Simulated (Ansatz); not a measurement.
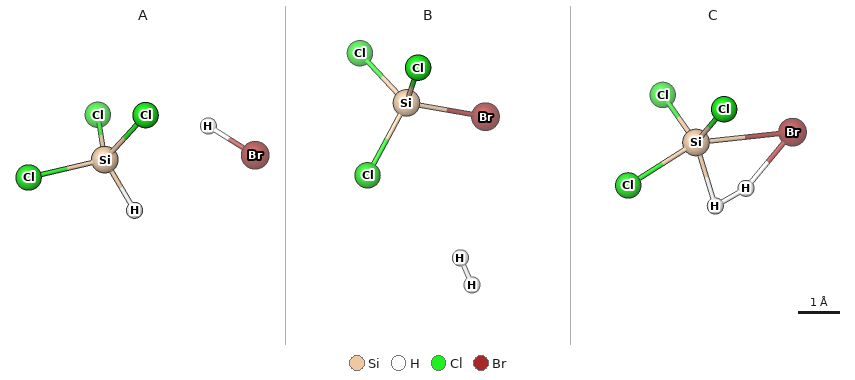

Three geometries of SiH₂BrCl₃: a saddle point and the two minima that it joins, in shuffled order. A ball-and-stick model, seen at a tilt. Sticks join atoms that are closer than about 1.2 times the sum of their covalent radii (a little more with hydrogen).

Stationary points at PBE0-D4/def2-TZVP, single-point energies with CCSD(T)/CBS, B97M-V, PBE-QIDH (def2-TZVPP where no basis is named; Ansatz 0.2.0). The energies are electronic, without zero-point or thermal terms, and both ends are the minima reached downhill from the saddle, with any fragments still in contact. CCSD(T)/CBS stands for a frozen-core estimate: MP2 correlation extrapolated from def2-TZVPP and def2-QZVPP, CCSD(T) minus MP2 from the smaller set.

Q: Identify the saddle point and describe the reaction.

A: Frame C is the saddle point. Counted by bonded pieces, A holds HBr + SiHCl₃ and B holds H₂ + SiBrCl₃. From A over the saddle to B, bonds form: Br–Si (4.06 → 2.61 → 2.19 Å), H–H (3.32 → 0.92 → 0.75 Å). Bonds break: H–Si (1.47 → 1.67 → 4.14 Å), Br–H (1.42 → 1.82 → 4.14 Å). The saddle has one imaginary mode, 779i cm⁻¹. With CCSD(T)/CBS the barrier is 45.3 kcal/mol from A and 59.2 kcal/mol from B, and B lies 13.9 kcal/mol below A.

```csv
level,barrier from A (kcal/mol),barrier from B (kcal/mol),B less A (kcal/mol)
CCSD(T)/CBS,45.3,59.2,−13.9
B97M-V,43.8,57.1,−13.3
PBE-QIDH,43.9,58.0,−14.1
```

Limits of the set-up: the start holds two separate molecules, 2.8 Å apart at their closest, whose relative position is a soft coordinate.
